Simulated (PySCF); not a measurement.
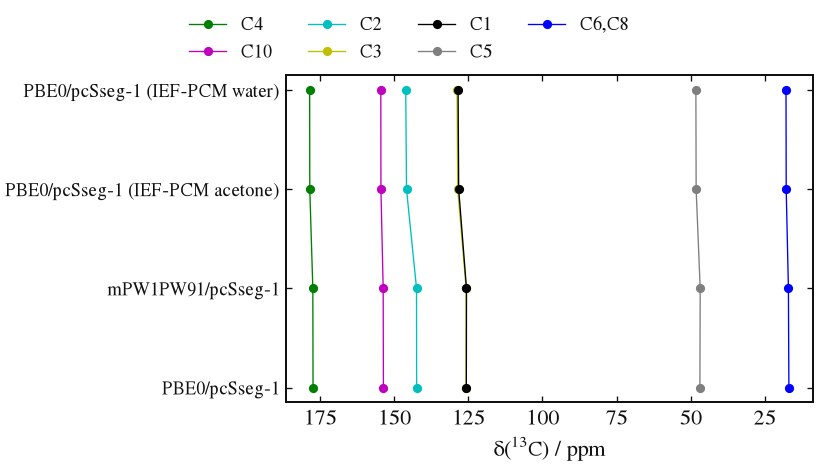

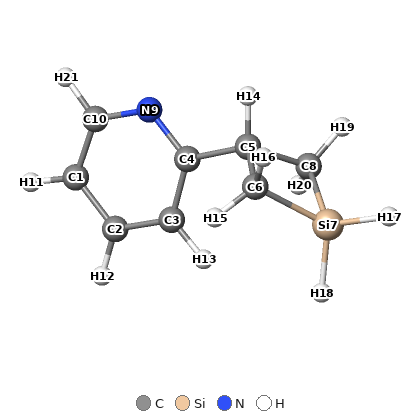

GIAO ¹³C shifts of C₈H₁₁NSi, SMILES c1ccc(C2C[SiH2]C2)nc1 at several levels, one geometry, PySCF, at a PBE0-D3(BJ)/def2-SVP geometry (no frequency check); values of one conformer, averaged over methyl-type rotors and exact or near symmetry; other conformers aren't averaged in; each against TMS at the same level.

How much does each signal move over these levels?

Answer.
```tsv
atoms	lowest	highest	spread (ppm)
C4	177.4	178.5	1.1
C10	153.6	154.5	0.9
C2	142.4	146.1	3.7
C3	125.7	128.8	3.1
C1	125.6	128.5	2.8
C5	46.8	48.2	1.5
C6, C8	16.9	17.8	1.0
```

Do all levels give the signals in the same order?

Answer. Yes, the order of the signals is the same at every level.
